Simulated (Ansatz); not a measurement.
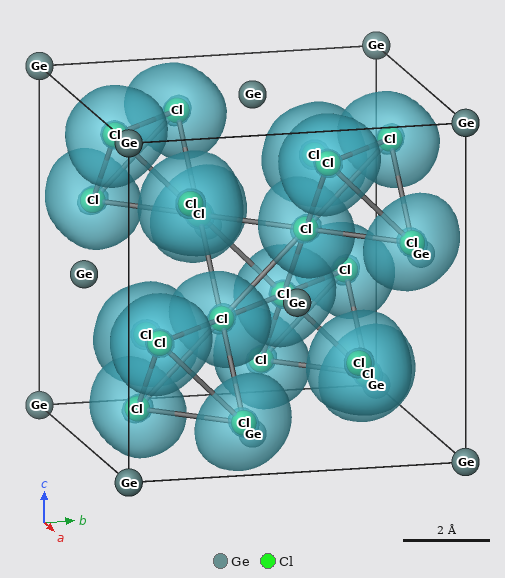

Figure. GeCl5. Isosurface of the electron localisation function at 0.65 (cyan), seen slightly off an axis. Core shells and regions of very low density are left out. Sticks mark near contacts.

Space group F-43m; a structure generated by program, which may or may not match a known phase; computed without spin polarisation.

The calculation used DFT PBE, scalar-relativistic, plane waves, PAW in Ansatz 0.2.0.

In a PAW calculation such maps are meaningful between the atoms, not at the nuclei.

```cif
data_structure
_symmetry_space_group_name_H-M 'P 1'
_symmetry_Int_Tables_number 1
_cell_length_a 8.1125
_cell_length_b 8.1125
_cell_length_c 8.1125
_cell_angle_alpha 90.000
_cell_angle_beta 90.000
_cell_angle_gamma 90.000
_cell_volume 533.90
loop_
_atom_site_label
_atom_site_type_symbol
_atom_site_fract_x
_atom_site_fract_y
_atom_site_fract_z
_atom_site_occupancy
Ge1 Ge 0.50000 0.50000 0.00000 1
Ge2 Ge 0.00000 0.50000 0.50000 1
Ge3 Ge 0.00000 0.00000 0.00000 1
Ge4 Ge 0.50000 0.00000 0.50000 1
Cl1 Cl 0.12500 0.62500 0.12500 1
Cl2 Cl 0.62500 0.62500 0.62500 1
Cl3 Cl 0.62500 0.12500 0.12500 1
Cl4 Cl 0.12500 0.12500 0.62500 1
Cl5 Cl 0.12500 0.87500 0.37500 1
Cl6 Cl 0.62500 0.87500 0.87500 1
Cl7 Cl 0.62500 0.37500 0.37500 1
Cl8 Cl 0.12500 0.37500 0.87500 1
Cl9 Cl 0.37500 0.87500 0.12500 1
Cl10 Cl 0.87500 0.87500 0.62500 1
Cl11 Cl 0.87500 0.37500 0.12500 1
Cl12 Cl 0.37500 0.37500 0.62500 1
Cl13 Cl 0.37500 0.62500 0.37500 1
Cl14 Cl 0.87500 0.62500 0.87500 1
Cl15 Cl 0.87500 0.12500 0.37500 1
Cl16 Cl 0.37500 0.12500 0.87500 1
Cl17 Cl 0.75000 0.75000 0.25000 1
Cl18 Cl 0.25000 0.75000 0.75000 1
Cl19 Cl 0.25000 0.25000 0.25000 1
Cl20 Cl 0.75000 0.25000 0.75000 1
```

### Identify the bonds, lone pairs and shells in this picture.

The surface consists of 20 regions wrapped around Cl (the valence shell of each), counted in one cell of 24 atoms. Regions shared between cells count once. Along the contacts the grid gives the following. Cl–Cl (2.87 Å): the ELF peaks at about 0.85 in the valence shell of Cl, 0.8 Å from its nucleus, and drops to about 0.15 between the two atoms. Ge–Cl (3.36 Å): the ELF is about 0.10 at the midpoint; no shared electron pair shows on this line.
